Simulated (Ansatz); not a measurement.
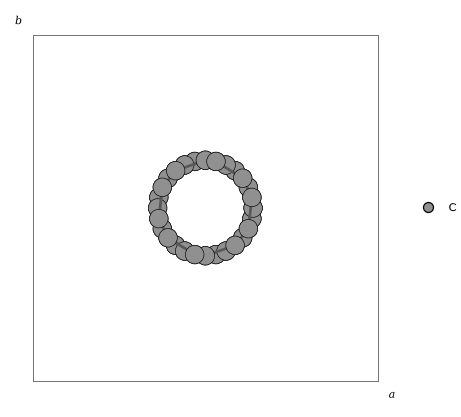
*1 relaxed period of a body that repeats along c, seen along c; the cell edge a is 15.5 Å long*

All values below come from PBE (plane waves to 420 eV, PAW; Ansatz, an electronic-structure program). Mesh 1×1×6. No spin polarisation. Periodic along z alone, with about 11 Å of vacuum beside it. A model structure. Symmetry and one short period hold its shape; lower forms weren't sought.

Problem. What is drawn, and how wide is it?

Solution. This is not unique; one that fits is (4,2) carbon nanotube. An idealised model, rolled from the flat sheet.
It measures about 4 Å across, from nucleus to nucleus.
